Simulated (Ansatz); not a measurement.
**Al11Ga5 (Ga on 31 % of the Al sites, one arrangement): core-level shifts**

What do XPS lines of Al11Ga5 (Ga on 31 % of the Al sites, one arrangement) look like, site by site?

Main program and level: Ansatz 0.2.0; DFT, PBEsol, plane-wave PAW, default files, scalar-relativistic.

### Step 1. The starting structure

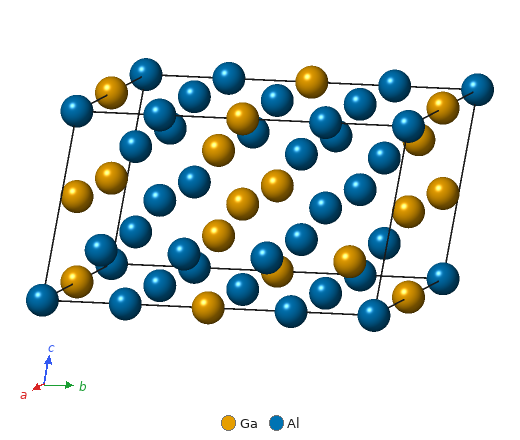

The starting structure, seen slightly off an axis (gallium orange, aluminium blue). This picture shows the conventional cell, with its axes. Some periodic images of atoms are drawn too.

### Step 2. Relaxation

Atoms near a foreign or missing neighbour move off the ideal sites, so they are relaxed first.

Contents of input.yaml:

```yaml
crystal:
  lattice:
    - [-4.1403376482, 4.1403376482, 4.1403376482]
    - [4.1403376482, -4.1403376482, 4.1403376482]
    - [4.1403376482, 4.1403376482, -4.1403376482]
  atoms:
    - { symbol: Ga, position: [0.0, 0.25, 0.75] }
    - { symbol: Ga, position: [0.0, 0.5, 0.5] }
    - { symbol: Ga, position: [0.0, 0.75, 0.25] }
    - { symbol: Al, position: [0.25, 0.0, 0.75] }
    - { symbol: Al, position: [0.0, 0.0, 0.0] }
    - { symbol: Al, position: [0.25, 0.25, 0.5] }
    - { symbol: Ga, position: [0.25, 0.5, 0.25] }
    - { symbol: Al, position: [0.5, 0.75, 0.75] }
    - { symbol: Ga, position: [0.25, 0.75, 0.0] }
    - { symbol: Al, position: [0.5, 0.0, 0.5] }
    - { symbol: Al, position: [0.5, 0.25, 0.25] }
    - { symbol: Al, position: [0.75, 0.5, 0.75] }
    - { symbol: Al, position: [0.5, 0.5, 0.0] }
    - { symbol: Al, position: [0.75, 0.75, 0.5] }
    - { symbol: Al, position: [0.75, 0.0, 0.25] }
    - { symbol: Al, position: [0.75, 0.25, 0.0] }
kpoints:
  mp_grid: { grid: [4, 4, 4] }
scf:
  occupations: { method: fermi_dirac, width: 0.08 }
  n_extra_bands: 16
hamiltonian:
  xc: pbesol
  pseudopotentials: { kind: paw }
output:
  forces: true
relax:
  f_tol: 0.04
  max_steps: 35
```

On the command line:

```sh
ansatz run input.yaml --threads 4 --pin off --max-ram 14336MiB --backend cpu --events-out ev --progress --plain --runs-dir out
```

Numbers of over 12 decimals in the logs are rounded to 6 here.

The log of the run:

```text
scf.n_extra_bands = 16 over 49 filled bands (N_el = 98.0): the run solves 65 bands
Engine: ansatz 0.2.0, aarch64-unknown-linux-gnu
Pseudopotentials: kind: paw
Pseudopotential: Ga, paw, valence charge 13, recommended cutoff 420 eV (normal), Ga.paw.azcp
Pseudopotential: Al, paw, valence charge 3, recommended cutoff 420 eV (normal), Al.paw.azcp
Functional definition: PBEsol
  exchange = pbesol_x
  correlation = pbesol_c
Crystal: 16 atoms, lattice volume = 283.901 Å³
Basis set: ecut = 420 eV, 5473 PW (Γ), exchange–correlation on 96×96×96 points (8 copies of the dense FFT grid, shifted against one another)
Bands: 65, of which v1, the nominal top of the filled ones, is band 49 counted from 1 (48 counted from 0)
Symmetry: 2 space group operations
Space group: C2 (ITA 5), of the structure as read, at distance tolerance 6.6e-5 Å
k-points: 24 of 64 (time reversal used)
Non-local potential: Ga, projectors of the file, l = 0: 2, l = 1: 2, l = 2: 3, l = 3: 1
Non-local potential: Al, projectors of the file, l = 0: 2, l = 1: 2, l = 2: 1
PAW form: soft (Blöchl's): semilocal exchange-correlation on the pseudo side does not see the compensation charge
PAW frozen core: Ga, regenerated for the run's functional, and the local potential with it (the file was generated under x = pbe(κ = 0.804, μ = 0.219515), c = pbe(β = 0.066725))
PAW frozen core: Al, regenerated for the run's functional, and the local potential with it (the file was generated under x = pbe(κ = 0.804, μ = 0.219515), c = pbe(β = 0.066725))
PAW one-centre angular grid: Ga, 590 points (default); XC on 64 Gauss nodes
PAW one-centre angular grid: Al, 110 points (default); XC on 64 Gauss nodes
Initial density: superposition of atomic densities (neutral atoms: chi_scale 0, normalization atom), corrected by the library's trained network
Initial wavefunctions: pseudopotential atomic-orbital guess
Functional: x = pbesol(κ = 0.804, μ = 0.123457), c = pbesol(β = 0.046)
SCF iter   1: F=—  HF=-24485.829486 eV  |F-HF|=—  |Δ(HF+E_count)|=         —  Δρ=1.35e-3  dr2=1.72e-2  ethr=1.77e-3  ⟨swp⟩=6.0  Hψ=6193  notcnv=0  defer=8
preconditioner: auto → Kerker (q_TF=auto, 2.285 Å⁻¹)  [metal: Δε(μ)=0.015 eV  Ē_g=11.971 eV  σ=0.080 eV  W_gap=0.05  n_scr=54 (ndim 8)  ℏωp=21.8 eV  f_vac=0.000  D(μ)=3.47/eV (n_scr^D=12)]
SCF iter   2: F=—  HF=-24485.821367 eV  |F-HF|=—  |Δ(HF+E_count)|=   8.12e-3  Δρ=9.35e-4  dr2=6.15e-3  ethr=1.76e-5  ⟨swp⟩=1.3  Hψ=1811  notcnv=0  defer=16
SCF iter   3: F=—  HF=-24485.821588 eV  |F-HF|=—  |Δ(HF+E_count)|=   2.22e-4  Δρ=1.05e-3  dr2=2.07e-3  ethr=6.27e-6  ⟨swp⟩=2.0  Hψ=2675  notcnv=0  defer=16
SCF iter   4: F=—  HF=-24485.819650 eV  |F-HF|=—  |Δ(HF+E_count)|=   1.94e-3  Δρ=3.40e-4  dr2=2.36e-4  ethr=2.11e-6  ⟨swp⟩=2.0  Hψ=2226  notcnv=0  defer=16
SCF iter   5: F=—  HF=-24485.819505 eV  |F-HF|=—  |Δ(HF+E_count)|=   1.44e-4  Δρ=4.89e-5  dr2=5.61e-6  ethr=2.41e-7  ⟨swp⟩=2.0  Hψ=2682  notcnv=0  defer=16
SCF iter   6: F=-24485.819501 eV  HF=-24485.819505 eV  |F-HF|=3.46e-6  |Δ(HF+E_count)|=   8.01e-7  Δρ=2.35e-5  dr2=1.11e-6  ethr=5.73e-9  ⟨swp⟩=3.1  Hψ=4075  notcnv=0
SCF 1 converged in 6 iterations: F = -24485.819501 eV  dr2 = 1.11e-6
  greatest PAW one-centre occupation: 0.994 electrons in one spin orbital (limit 2), on the Ga atom at site 1 (counted from 0), in its partial waves of l = 2
relax step   1: F+E_penalty+E_count = -24485.81950121 eV  Δ(F+E_penalty+E_count) = +0.000e0 eV  max|allowed force component| = 1.053e-1 eV/Å  Δτ_max = 0.0000 Å  (6 SCF iters, dr2 threshold 4.00e-5 eV, accepted)
Initial density: handed on by an earlier stage of this run
Initial wavefunctions: those handed on with the density
iter 1 solved again at ethr=4.24e-6 eV; its pass at ethr=3.10e-3 eV (dr2=4.16e-3 eV) is discarded
SCF iter   1: F=—  HF=-24485.826398 eV  |F-HF|=—  |Δ(HF+E_count)|=         —  Δρ=1.20e-3  dr2=4.35e-3  ethr=4.24e-6  ⟨swp⟩=2.0  Hψ=4383  notcnv=0  defer=50
preconditioner: auto → Kerker (q_TF=auto, 2.285 Å⁻¹)  [metal: Δε(μ)=0.026 eV  Ē_g=11.949 eV  σ=0.080 eV  W_gap=0.08  n_scr=54 (ndim 8)  ℏωp=21.8 eV  f_vac=0.000  D(μ)=3.60/eV (n_scr^D=12)]
SCF iter   2: F=—  HF=-24485.825889 eV  |F-HF|=—  |Δ(HF+E_count)|=   5.08e-4  Δρ=6.68e-4  dr2=1.80e-3  ethr=4.24e-6  ⟨swp⟩=1.0  Hψ=1510  notcnv=0  defer=50
SCF iter   3: F=—  HF=-24485.825548 eV  |F-HF|=—  |Δ(HF+E_count)|=   3.42e-4  Δρ=1.01e-4  dr2=1.74e-5  ethr=1.83e-6  ⟨swp⟩=2.0  Hψ=1875  notcnv=0  defer=50
SCF iter   4: F=—  HF=-24485.825484 eV  |F-HF|=—  |Δ(HF+E_count)|=   6.35e-5  Δρ=4.95e-5  dr2=4.92e-6  ethr=1.78e-8  ⟨swp⟩=2.0  Hψ=2731  notcnv=0  defer=50
SCF iter   5: F=—  HF=-24485.825479 eV  |F-HF|=—  |Δ(HF+E_count)|=   5.47e-6  Δρ=1.00e-5  dr2=4.31e-7  ethr=5.02e-9  ⟨swp⟩=2.0  Hψ=2685  notcnv=0  defer=50
SCF iter   6: F=-24485.825479 eV  HF=-24485.825479 eV  |F-HF|=2.07e-8  |Δ(HF+E_count)|=   2.50e-8  Δρ=2.31e-6  dr2=3.19e-8  ethr=1.02e-10  ⟨swp⟩=4.0  Hψ=4556  notcnv=0
SCF 2 converged in 6 iterations: F = -24485.825479 eV  dr2 = 3.19e-8
relax step   2: F+E_penalty+E_count = -24485.82547864 eV  Δ(F+E_penalty+E_count) = -5.977e-3 eV  max|allowed force component| = 3.550e-2 eV/Å  Δτ_max = 0.0275 Å  (6 SCF iters, accepted)
SCF converged after 6 iterations
Free energy (F): -24485.825479 eV
Harris-Foulkes:  -24485.825479 eV  (|F-HF|=2.07e-8)
Internal energy: -24485.749083 eV  (E = F + TS)
E sigma→0 (E₀):  -24485.787281 eV
Entropy (-TS):   -0.076396 eV (-4.775 meV/atom)
Fermi energy:    8.248810 eV
--- Per-component energies (eV) ---
  E_band       = -147.503367
  E_kinetic    = 814.469097
  E_local      = -12078.154936  (includes V_loc(G=0)·N_el)
  E_nonlocal   = 2232.180528
  E_hartree    = 5781.408965
  E_xc         = -772.926239
  E_vxc        = -606.537203  (∫ρ·V_xc dr)
  E_paw        = -14734.474922  (= ΣΔE_a)
  E_vpaw       = -2072.266661  (= ΣTr[D̂ρ^β])
  E_aug_tail   = -0.000584  (compensation charges beyond the density's cutoff)
  E_ewald      = -5732.776410
  E_core_change = 4.525418  (= ΣΔE_core)
  E_smearing   = -0.076396  (= −TS)
  E_closure    = -0.000000  (closes the sum)
  Σ components = -24485.825479   (vs F -24485.825479, Δ=0.00e0)
--- Forces (eV/Å), atoms counted from 1 ---
  atom   1  Ga     0.00765195    -0.00289823     0.00170343
  atom   2  Ga     0.00000000     0.00616604     0.00616604
  atom   3  Ga    -0.00765195     0.00170343    -0.00289823
  atom   4  Al    -0.01133876    -0.00712761    -0.00765141
  atom   5  Al     0.00000000     0.00469899     0.00469899
  atom   6  Al     0.01133876    -0.00765141    -0.00712761
  atom   7  Ga     0.00537939    -0.01489554     0.00035439
  atom   8  Al     0.00000000    -0.01642039    -0.01642039
  atom   9  Ga    -0.00537939     0.00035439    -0.01489554
  atom  10  Al    -0.00840180    -0.00820461    -0.01150595
  atom  11  Al     0.00000000    -0.00188241    -0.00188241
  atom  12  Al    -0.00589753     0.03550082     0.00790638
  atom  13  Al     0.00840180    -0.01150595    -0.00820461
  atom  14  Al    -0.00668222     0.00132931     0.01292633
  atom  15  Al     0.00668222     0.01292633     0.00132931
  atom  16  Al     0.00589753     0.00790638     0.03550082
  max |Σ_I F_I| component: 4.74e-7 eV/Å
--- Relaxed structure (2 steps of the walk, 2 accepted, 0 SCFs on fresh bases) ---
  F+E_penalty+E_count = -24485.82547864 eV   max|allowed force component| = 3.550e-2 eV/Å
  atoms:
    - { symbol: Ga, position: [-0.00230595, 0.245306, 0.747570] }
    - { symbol: Ga, position: [-0.00127999, 0.499360, 0.499360] }
    - { symbol: Ga, position: [-0.00230595, 0.752388, 0.250124] }
    - { symbol: Al, position: [0.251428, 0.000992345, 0.751081] }
    - { symbol: Al, position: [-0.000281211, -0.000140606, -0.000140606] }
    - { symbol: Al, position: [0.251428, 0.250436, 0.500347] }
    - { symbol: Ga, position: [0.252924, 0.499168, 0.252255] }
    - { symbol: Al, position: [0.502453, 0.751227, 0.751227] }
    - { symbol: Ga, position: [0.252924, 0.753755, 0.000668479] }
    - { symbol: Al, position: [0.500585, 0.000869469, 0.500983] }
    - { symbol: Al, position: [0.500125, 0.250062, 0.250062] }
    - { symbol: Al, position: [0.747849, 0.499533, 0.748860] }
    - { symbol: Al, position: [0.500585, 0.499716, -0.000398426] }
    - { symbol: Al, position: [0.749011, 0.749180, 0.500146] }
    - { symbol: Al, position: [0.749011, -0.000168118, 0.248865] }
    - { symbol: Al, position: [0.747849, 0.248316, -0.00101041] }
```

Run time: 14 s. Hardware: 4 threads of Arm Neoverse V1, shared host; peak memory 0.87 GiB.

The steps of the relaxation:

| step | energy less that of the first step (eV) | largest force component (eV/Å) |
| --- | --- | --- |
| 1 | 0.0000 | 0.1053 |
| 2 | -0.0060 | 0.0355 |

The run keeps the 2 symmetry operations that it works with, so distortions that break them were not tested.

The atoms that moved most (Å):

| atom | dx | dy | dz | length |
| --- | --- | --- | --- | --- |
| Ga3 | 0.020 | -0.019 | 0.000 | 0.027 |
| Ga1 | -0.020 | 0.000 | -0.019 | 0.027 |
| Ga9 | 0.006 | -0.001 | 0.025 | 0.026 |
| Ga7 | -0.006 | 0.025 | -0.001 | 0.026 |
| Al8 | 0.000 | 0.010 | 0.010 | 0.014 |
| Al12 | 0.002 | -0.012 | -0.006 | 0.013 |
| Al16 | -0.002 | -0.006 | -0.012 | 0.013 |
| Al4 | 0.003 | 0.006 | 0.006 | 0.009 |

This step gave:

| Quantity | Value |
| --- | --- |
| free energy | -24485.8255 eV |
| energy at zero smearing | -24485.7873 eV |
| smearing term TS | 0.07640 eV |
| Fermi energy | 8.249 eV |
| symmetry operations | 2 |

The relaxation ends 0.4 meV an atom lower, with a largest force component of 0.036 eV/Å.

(Part 1 of 3 ends here.)

[Logs are printed without paths, hosts, clocks, repeated set-up lines and the standing remarks that a program may print on its own settings, such as how far it seeks lower states.]

[Hosts, paths, dates, database ids (printed as entryN), source tags and the programs' standing remarks are cut or masked in the printed files.]

[Maps of the electrostatic potential energy from Ansatz leave out the sawtooth potential of an applied field or a dipole correction, so their vacuum need not be flat; work functions include it.]
